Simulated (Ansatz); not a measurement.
**C5H8OS (tetrahydrothiopyran-4-one) at HF/6-31G(d) (spherical functions)**

What is the electronic atomisation energy of C5H8OS (tetrahydrothiopyran-4-one) at HF/6-31G* (spherical functions)? 

The results are computed with Ansatz 0.2.0.

14 further runs of the same task are left out: 14 set aside as unsound or not needed.

## Step 1: Starting point

C5H8OS: 15 atoms, total charge 0, spin state singlet. As SMILES, `O=C1CCSCC1`. Geometry: relaxed at PBE0-D4/def2-TZVP. This is one conformer, not always the lowest.

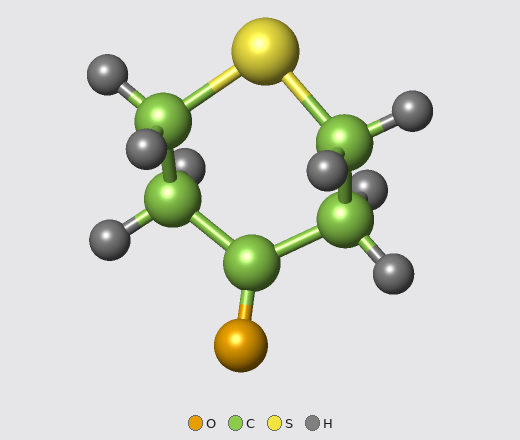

The structure, seen from a chosen angle (oxygen amber, carbon green, sulfur yellow, hydrogen grey).

## Step 2: The energy at HF/6-31G(d) (spherical functions)

molecule.yaml reads:

```yaml
crystal:
  periodic: [false, false, false]
  atoms:
    - symbol: O
      position_ang: [-0.037620, -1.744930, -1.667910]
    - symbol: C
      position_ang: [0.003830, -1.073350, -0.667010]
    - symbol: C
      position_ang: [-1.249860, -0.699290, 0.088550]
    - symbol: C
      position_ang: [-1.372560, 0.803280, 0.322580]
    - symbol: S
      position_ang: [0.019010, 1.480310, 1.243270]
    - symbol: C
      position_ang: [1.318290, 0.938540, 0.120390]
    - symbol: C
      position_ang: [1.312530, -0.570500, -0.103980]
    - symbol: H
      position_ang: [-1.223830, -1.206190, 1.059550]
    - symbol: H
      position_ang: [-2.104610, -1.075940, -0.477540]
    - symbol: H
      position_ang: [-2.264810, 1.026220, 0.910330]
    - symbol: H
      position_ang: [-1.467860, 1.333790, -0.629470]
    - symbol: H
      position_ang: [2.261460, 1.253730, 0.570230]
    - symbol: H
      position_ang: [1.217240, 1.468760, -0.831230]
    - symbol: H
      position_ang: [1.482190, -1.070170, 0.856220]
    - symbol: H
      position_ang: [2.106600, -0.864270, -0.793960]
basis:
  gaussian: {orbitals: 6-31G_st_-spherical.json}
hamiltonian: {xc: hf}
accuracy: high
output: {orbitals: {seedname: orbitals}}
```

The basis set 6-31G* is read from a file made from the Basis Set Exchange's data (not shown).

Command:

```
ansatz run molecule.yaml --threads 4 --pin off --max-ram 12180MiB --events-out events.jsonl --progress --plain --runs-dir runs
```

What it wrote:

```text
Warning: RAYON_NUM_THREADS=4 ignored (pool sized by the plan → 4); use --threads N
Functional definition: HF
  name "HF"
  exchange = exact_x
  correlation = 0
2975 factors; integrals over basis functions are off by at most 3.6e-9 eV
mean field evaluation 1: about -18128.5657 eV, gradient 4.0e1 eV
mean field evaluation 2: about -18128.7221 eV, gradient 4.0e1 eV
mean field evaluation 4: about -18132.8304 eV, gradient 5.5e0 eV
mean field evaluation 8: about -18132.9416 eV, gradient 5.1e-1 eV
mean field evaluation 16: about -18132.9436 eV, gradient 1.8e-8 eV
mean field -18132.94358481 eV, -666.3733857910 hartree, gradient 1.8e-8 eV, S^2 0.000000; 0 other end points of the search recorded, 0 dependent functions left out
reference -18132.94358481 eV, -666.3733857910 hartree; 31, 31 occupied and 87, 87 virtual orbitals, 2975 factors
Total energy: -18132.94358481 eV, -666.3733857910 hartree
```

It took 2.3 s on 4 threads of Arm Neoverse V1, shared host; peak memory 0.55 GiB.

## Step 3: The C atom

job.yaml reads:

```yaml
crystal:
  periodic: [false, false, false]
  atoms:
    - symbol: C
      position_ang: [0.000000, 0.000000, 0.000000]
basis:
  gaussian:
    orbitals: 6-31G_st_-spherical.json
magnetization:
  spin_polarized: true
  initial_magnetization: 2
hamiltonian:
  xc: hf
accuracy: high
```

The basis set 6-31G* is read from a file made from the Basis Set Exchange's data (not shown).

Run the same way, it converges to -37.68058 Eh (log not shown).

## Step 4: The H atom

job.yaml reads:

```yaml
crystal:
  periodic: [false, false, false]
  atoms:
    - symbol: H
      position_ang: [0.000000, 0.000000, 0.000000]
basis:
  gaussian:
    orbitals: "6-31G*"
magnetization:
  spin_polarized: true
  initial_magnetization: 1
hamiltonian:
  xc: hf
accuracy: high
```

Run the same way, it converges to -0.49823 Eh (log not shown).

## Step 5: The O atom at the same level

run.yaml reads:

```yaml
crystal:
  periodic: [false, false, false]
  atoms:
    - {symbol: O, position_ang: [0.000000, 0.000000, 0.000000]}
basis:
  gaussian: {orbitals: 6-31G_st_-spherical.json}
total_charge: 0
magnetization: {spin_polarized: true, initial_magnetization: 2}
hamiltonian: {xc: hf}
accuracy: high
```

The basis set 6-31G* is read from a file made from the Basis Set Exchange's data (not shown).

Run the same way, it converges to -74.78318 Eh (log not shown).

## Step 6: The S atom at the same level

input.yaml reads:

```yaml
crystal:
  periodic: [false, false, false]
  atoms:
    - {symbol: S, position_ang: [0.000000, 0.000000, 0.000000]}
basis:
  gaussian: {orbitals: 6-31G_st_-spherical.json}
magnetization: {spin_polarized: true, initial_magnetization: 2}
hamiltonian: {xc: hf}
accuracy: high
```

The basis set 6-31G* is read from a file made from the Basis Set Exchange's data (not shown).

Run the same way, it converges to -397.47464 Eh (log not shown).

## Step 7: Summary of results

Level: HF/6-31G* (spherical functions).

```
                     quantity          value
       molecule: total energy  -666.37339 Eh
        molecule: HOMO energy       -9.52 eV
        molecule: LUMO energy        4.01 eV
      molecule: HOMO–LUMO gap       13.53 eV
         C atom: total energy   -37.68058 Eh
                 C atom: ⟨S²⟩          2.005
         H atom: total energy    -0.49823 Eh
                 H atom: ⟨S²⟩          0.750
         O atom: total energy   -74.78318 Eh
                 O atom: ⟨S²⟩          2.006
         S atom: total energy  -397.47464 Eh
                 S atom: ⟨S²⟩          2.006
electronic atomisation energy      46.989 eV
```

Taking the molecule apart into free atoms costs 46.99 eV (1084 kcal/mol), before zero-point energy and without spin-orbit coupling. Hartree–Fock lacks the correlation of the bonding pairs, which as a rule makes this value much too low; in minimal bases other errors can mask that.
